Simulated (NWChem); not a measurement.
# C2H4FNO (SMILES N/C=C(\O)F) at 5 levels

Aim: a comparison of 5 runs (HF/STO-3G, HF/3-21G, B3LYP/6-31G*, MP2/6-31G**) of C2H4FNO. 

The calculation is run with NWChem 7.3.0.

### Step 1. The structure to begin with

C2H4FNO: 9 atoms, total charge 0, spin state singlet. SMILES: `N/C=C(\O)F`. The shape is that of a PBE0-D4/def2-TZVP optimisation. This is one conformer, not always the lowest.

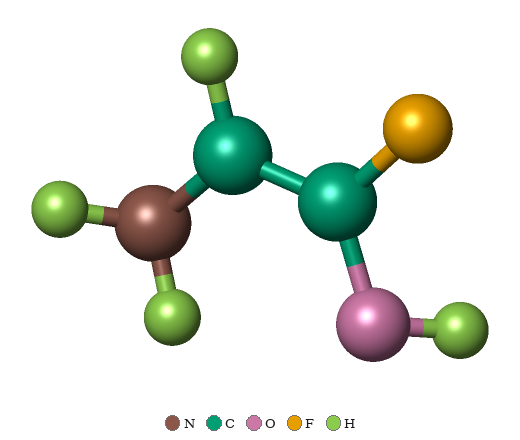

Viewed from a chosen angle; nitrogen brown, carbon teal, oxygen pink, fluorine amber, hydrogen green.

### Step 2. Energy and gradient at HF/STO-3G (run 1)

nw.nw reads:

```
start nw
memory 2200 mb
charge 0
geometry units bohr noautosym nocenter noautoz
N     -0.74852052     0.12509987    -2.74615000
C      1.06391581    -0.35451262    -0.88212415
C      0.62304270    -0.22487741     1.57792131
O     -1.50252124     0.69296257     2.62936493
F      2.35063033    -0.96508313     3.28358811
H     -2.30943430     0.96394930    -2.03542401
H     -0.06084918     1.16085876    -4.19368022
H      2.90394214    -0.98587012    -1.50951323
H     -2.15315395    -0.50021051     3.84351396
end
basis "ao basis" spherical bse
* library STO-3G
end
scf
thresh 1e-08
maxiter 80
end
task scf gradient
```

Command:

```sh
$ nwchem nw.nw > nw.out
```

What it wrote:

```text
[...]
  functions       =    29
[...]
  wavefunction    = RHF
[...]
         Total SCF energy =   -302.688831735194
      One-electron energy =   -771.694885469555
      Two-electron energy =    291.447756687297
 Nuclear repulsion energy =    177.558297047064
        Time for solution =      2.2s
[...]
                         RHF ENERGY GRADIENTS
    atom               coordinates                        gradient
                 x          y          z           x          y          z
   1 N      -0.748521   0.125100  -2.746150    0.018753   0.015735   0.023293
   2 C       1.063916  -0.354513  -0.882124   -0.022394   0.004543  -0.031523
   3 C       0.623043  -0.224877   1.577921   -0.032670   0.020151   0.029846
   4 O      -1.502521   0.692963   2.629365    0.042982  -0.048802   0.004254
   5 F       2.350630  -0.965083   3.283588   -0.017316   0.006494  -0.014392
   6 H      -2.309434   0.963949  -2.035424    0.012525  -0.009581  -0.007408
   7 H      -0.060849   1.160859  -4.193680   -0.006396  -0.012308   0.012873
   8 H       2.903942  -0.985870  -1.509513    0.000047   0.000118   0.002192
   9 H      -2.153154  -0.500211   3.843514    0.004468   0.023651  -0.019134
[...]
```

Run time: 3.6 s. Hardware: 1 thread of Intel Xeon Platinum 8259CL at 2.50GHz (Skylake/Cascade Lake), shared host; peak memory 0.098 GiB.

### Step 3. Energy and gradient at HF/3-21G (run 2)

run.py reads:

```python
from ase import Atoms
from ase.calculators.nwchem import NWChem

system = Atoms(['N', 'C', 'C', 'O', 'F', 'H', 'H', 'H', 'H'], positions=[
    [-0.396100, 0.066200, -1.453200],
    [0.563000, -0.187600, -0.466800],
    [0.329700, -0.119000, 0.835000],
    [-0.795100, 0.366700, 1.391400],
    [1.243900, -0.510700, 1.737600],
    [-1.222100, 0.510100, -1.077100],
    [-0.032200, 0.614300, -2.219200],
    [1.536700, -0.521700, -0.798800],
    [-1.139400, -0.264700, 2.033900],
])

calc = NWChem(
    label='sp',
    theory='scf',
    memory='2200 mb',
    basis='3-21G',
    basispar='spherical bse',
    scf={'nopen': '0', 'rhf': None, 'thresh': '1e-08', 'maxiter': '80'},
)
system.calc = calc

forces = system.get_forces()
e = system.get_potential_energy()
print(f"E = {e:.6f} eV")
print("forces (eV/A):")
for s, f in zip(system.symbols, forces):
    print(f"{s:2s} {f[0]:10.5f} {f[1]:10.5f} {f[2]:10.5f}")
print("dipole (e A):", system.get_dipole_moment().round(4))
```

Command:

```sh
$ export ASE_NWCHEM_COMMAND="nwchem PREFIX.nwi > PREFIX.nwo"
$ python run.py
```

What it wrote:

```text
E = -8301.703168 eV
forces (eV/A):
N    -0.31218    1.07045   -0.23896
C     0.56760   -0.60370    1.41025
C     0.76727    0.20579   -2.37498
O    -0.62000    0.05698    0.28925
F     0.59866   -0.22014    0.55032
H     0.02242   -0.34766   -0.12886
H    -0.11719   -0.28858    0.00170
H    -0.46722    0.10218    0.21104
H    -0.43935    0.02468    0.28030
dipole (e A): [-0.1504  0.0634 -0.1059]
```

The calculator wrote sp.nwi:

```
title "sp"

permanent_dir sp

scratch_dir sp

start sp

geometry units angstrom nocenter noautosym noautoz
  N  -3.9610000000000001e-01 6.6199999999999995e-02 -1.4532000000000000e+00
  C  5.6299999999999994e-01 -1.8759999999999999e-01 -4.6679999999999999e-01
  C  3.2969999999999999e-01 -1.1899999999999999e-01 8.3499999999999996e-01
  O  -7.9510000000000003e-01 3.6670000000000003e-01 1.3914000000000000e+00
  F  1.2439000000000000e+00 -5.1070000000000004e-01 1.7376000000000000e+00
  H  -1.2221000000000000e+00 5.1010000000000000e-01 -1.0770999999999999e+00
  H  -3.2199999999999999e-02 6.1429999999999996e-01 -2.2191999999999998e+00
  H  1.5367000000000000e+00 -5.2170000000000005e-01 -7.9879999999999995e-01
  H  -1.1394000000000000e+00 -2.6469999999999999e-01 2.0339000000000000e+00
end

memory 2200 mb

basis spherical bse noprint
   * library 3-21G
end

scf
  nopen 0
  rhf
  thresh 1e-08
  maxiter 80
end

task scf gradient
```

sp.nwo:

```text
Northwest Computational Chemistry Package (NWChem) 7.3.0
             --------------------------------------------------------

           Job information
           ---------------

    nwchem branch   = 7.3.0
    use scalapack   = T
    input           = sp.nwi
    prefix          = sp.
    data base       = sp/sp.db
    status          = startup
    nproc           =        1

           Memory information
           ------------------

    heap     =     72089598 doubles =      550.0 Mbytes
    stack    =     72089595 doubles =      550.0 Mbytes
    global   =    144179200 doubles =     1100.0 Mbytes (distinct from heap & stack)
    total    =    288358393 doubles =     2200.0 Mbytes
    verify   = yes
    hardfail = no

[... 136 lines left out ...]
 Convergence threshold     :          1.000E-08
[... 13 lines left out ...]
       Final RHF  results
[... 3 lines left out ...]
      One-electron energy =   -771.935513904342
[... 1 line left out ...]
 Nuclear repulsion energy =    177.558309795597
[... 38 lines left out ...]
                       ROHF Final Molecular Orbital Analysis
[... 233 lines left out ...]
                         RHF ENERGY GRADIENTS

    atom               coordinates                        gradient
                 x          y          z           x          y          z
   1 N      -0.748520   0.125100  -2.746150    0.006071  -0.020817   0.004647
   2 C       1.063916  -0.354513  -0.882124   -0.011038   0.011740  -0.027425
   3 C       0.623043  -0.224877   1.577921   -0.014921  -0.004002   0.046186
[... 5 lines of this table left out ...]
   9 H      -2.153154  -0.500210   3.843514    0.008544  -0.000480  -0.005451

                 ----------------------------------------
                 |  Time  |  1-e(secs)   |  2-e(secs)   |
                 ----------------------------------------
                 |  CPU   |       0.00   |       0.73   |
                 ----------------------------------------
                 |  WALL  |       0.00   |       0.73   |
                 ----------------------------------------

 Task  times  cpu:        3.3s     wall:        3.3s
 Total times  cpu:        3.3s     wall:        3.3s
```

Wall time 4.5 s (1 thread of Intel Xeon Platinum 8259CL at 2.50GHz (Skylake/Cascade Lake), shared host); peak memory 0.097 GiB.

Runs 3 to 4 aren't shown in full; the table further down has their settings and results.

### Step 4. Energy and forces at MP2/6-31G(d,p) (spherical functions) (run 5)

run.py reads:

```python
from ase import Atoms
from ase.calculators.nwchem import NWChem

mol = Atoms(['N', 'C', 'C', 'O', 'F', 'H', 'H', 'H', 'H'], positions=[
    [-0.396100, 0.066200, -1.453200],
    [0.563000, -0.187600, -0.466800],
    [0.329700, -0.119000, 0.835000],
    [-0.795100, 0.366700, 1.391400],
    [1.243900, -0.510700, 1.737600],
    [-1.222100, 0.510100, -1.077100],
    [-0.032200, 0.614300, -2.219200],
    [1.536700, -0.521700, -0.798800],
    [-1.139400, -0.264700, 2.033900],
])

calc = NWChem(
    label='calc',
    theory='mp2',
    memory='2200 mb',
    basis='6-31G**',
    basispar='spherical bse',
    scf={'nopen': '0', 'rhf': None, 'thresh': '1e-08', 'maxiter': '80', 'print': 'low'},
    mp2={'freeze': 'core 5', 'tight': None},
)
mol.calc = calc

forces = mol.get_forces()
print("Total energy (eV):", round(mol.get_potential_energy(), 6))
print("forces (eV/A):")
for s, f in zip(mol.symbols, forces):
    print(f"{s:2s} {f[0]:10.5f} {f[1]:10.5f} {f[2]:10.5f}")
```

Command:

```sh
$ export ASE_NWCHEM_COMMAND="nwchem PREFIX.nwi > PREFIX.nwo"
$ python run.py
```

What it wrote:

```text
Total energy (eV): -8369.024608
forces (eV/A):
N    -0.32864   -0.09518   -0.37106
C     0.50651   -0.05404   -0.48686
C    -0.05168   -0.04942    0.10403
O    -0.65769    0.46856    0.08685
F     0.58297   -0.25855    0.49725
H     0.00725    0.04695    0.04438
H     0.01064    0.06952    0.02972
H    -0.08125    0.00638    0.02278
H     0.01183   -0.13421    0.07287
```

The calculator wrote calc.nwi:

```
title "calc"

permanent_dir calc

scratch_dir calc

start calc

geometry units angstrom nocenter noautosym noautoz
  N  -3.9610000000000001e-01 6.6199999999999995e-02 -1.4532000000000000e+00
  C  5.6299999999999994e-01 -1.8759999999999999e-01 -4.6679999999999999e-01
  C  3.2969999999999999e-01 -1.1899999999999999e-01 8.3499999999999996e-01
  O  -7.9510000000000003e-01 3.6670000000000003e-01 1.3914000000000000e+00
  F  1.2439000000000000e+00 -5.1070000000000004e-01 1.7376000000000000e+00
  H  -1.2221000000000000e+00 5.1010000000000000e-01 -1.0770999999999999e+00
  H  -3.2199999999999999e-02 6.1429999999999996e-01 -2.2191999999999998e+00
  H  1.5367000000000000e+00 -5.2170000000000005e-01 -7.9879999999999995e-01
  H  -1.1394000000000000e+00 -2.6469999999999999e-01 2.0339000000000000e+00
end

memory 2200 mb

basis spherical bse noprint
   * library 6-31G**
end

scf
  nopen 0
  rhf
  thresh 1e-08
  maxiter 80
  print low
end
mp2
  freeze core 5
  tight
end

task mp2 gradient
```

calc.nwo:

```text
Northwest Computational Chemistry Package (NWChem) 7.3.0
             --------------------------------------------------------

           Job information
           ---------------

    nwchem branch   = 7.3.0
    use scalapack   = T
    input           = calc.nwi
    prefix          = calc.
    data base       = calc/calc.db
    status          = startup
    nproc           =        1

           Memory information
           ------------------

    heap     =     72089598 doubles =      550.0 Mbytes
    stack    =     72089595 doubles =      550.0 Mbytes
    global   =    144179200 doubles =     1100.0 Mbytes (distinct from heap & stack)
    total    =    288358393 doubles =     2200.0 Mbytes
    verify   = yes
    hardfail = no

[... 109 lines left out ...]
       Final RHF  results
[... 3 lines left out ...]
      One-electron energy =   -774.406681431620
[... 1 line left out ...]
 Nuclear repulsion energy =    177.558309795597
[... 85 lines left out ...]
                Dipole Moments (a.u.)
[... 101 lines left out ...]
  MP2 natural orbitals output to calc/calc.mp2nos
[... 1 line left out ...]
                         mp2 ENERGY GRADIENTS

    atom               coordinates                        gradient
                 x          y          z           x          y          z
   1 N      -0.748520   0.125100  -2.746150    0.006391   0.001851   0.007216
   2 C       1.063916  -0.354513  -0.882124   -0.009850   0.001051   0.009468
   3 C       0.623043  -0.224877   1.577921    0.001005   0.000961  -0.002023
[... 5 lines of this table left out ...]
   9 H      -2.153154  -0.500210   3.843514   -0.000230   0.002610  -0.001417

                 ----------------------------------------
                 |  Time  |  1-e(secs)   |  2-e(secs)   |
                 ----------------------------------------
                 |  CPU   |       0.01   |       5.73   |
                 ----------------------------------------
                 |  WALL  |       0.01   |       5.73   |
                 ----------------------------------------
 -----------------------
 Task  times  cpu:       48.7s     wall:       48.7s
 Total times  cpu:       48.7s     wall:       48.7s
```

Wall time 50 s (1 thread of Intel Xeon Platinum 8259CL at 2.50GHz (Skylake/Cascade Lake), shared host); peak memory 0.32 GiB.

### Step 5. All runs side by side

| run | level | iteration cap | module | energy (Eh) | dipole moment (D) | HOMO energy (eV) | LUMO energy (eV) | wall time |
| --- | --- | --- | --- | --- | --- | --- | --- | --- |
| 1 | HF/STO-3G | 80 | scf | -302.688832 | 0.49 | -6.21 | 9.18 | 3.6 s |
| 2 | HF/3-21G | 80 | scf | -305.081967 | 0.93 | -8.34 | 5.94 | 4.5 s |
| 3 | B3LYP/6-31G* (spherical functions) | 100 | dft | -308.382315 | 0.96 | -5.08 | 1.55 | 50 s |
| 4 | B3LYP/6-31G* (Cartesian functions) | 100 | dft | -308.387077 | 0.95 | -5.08 | 1.52 | 52 s |
| 5 | MP2/6-31G** (spherical functions) | 80 | mp2 | -307.555984 | 0.89 | – | – | 50 s |

### Step 6. Outcome

| quantity | value |
| --- | --- |
| run 5: total energy | -307.55598 Eh |
| run 5: dipole moment (of the density that the program reports) | 0.89 D |
| run 5: correlation energy (5 core orbitals frozen) | -776.0 mEh |
| run 5: largest force on an atom | 0.812 eV/Å |

What this shows: The dipole moment (its size) runs from 0.49 D (HF/STO-3G) to 0.96 D (B3LYP/6-31G*). The two ends differ in method and basis. Over runs 1, 2, 3, 4 the HOMO–LUMO gap runs from 6.60 eV (B3LYP/6-31G*) to 15.39 eV (HF/STO-3G). In run 1 the basis is minimal, so the values are rough. All runs together took 2.7 min, the longest 52 s.
